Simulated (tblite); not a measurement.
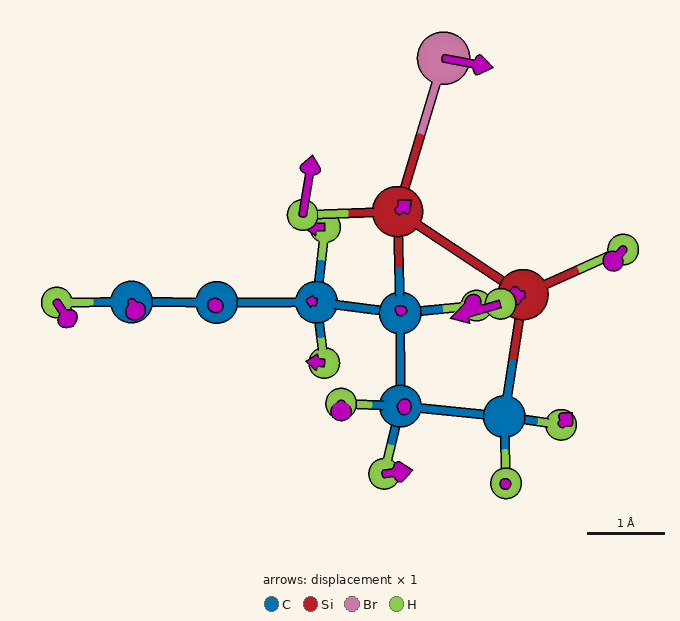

A relaxation of C6H11BrSi2. The starting structure is drawn; purple arrows show the displacements, at their true length. The two geometries are superimposed by the best rigid fit.

A ball-and-stick model, seen at a tilt.

Method: GFN2-xTB geometry optimisation, gas phase (tblite 0.8.0). 

Question: What did the optimiser do to the structure, and how much energy did it gain?

Answer: An H atom moves most after the best rigid fit: 1.03 Å. Largest moves by element: H 1.03 Å, Br 0.78 Å, C 0.51 Å, Si 0.32 Å. Among the contacts that change: C–C 1.479 → 1.531 Å, Br–Si 2.214 → 2.252 Å, Si–Si 2.277 → 2.313 Å, C–H 1.130 → 1.095 Å. Among the angles between lasting bonds that change: Si–Si–H 109.4° → 124.6°, Br–Si–H 115.4° → 101.3°, Si–Si–H 110.3° → 118.5°. Groups turn about C–Si by about 25°, Si–Si by about 20°, C–C by about 20°. Over 107 geometry steps the energy falls by 54.2 kJ/mol. Cost: 2.2 s on 1 thread of Arm Neoverse N1, on a shared host.
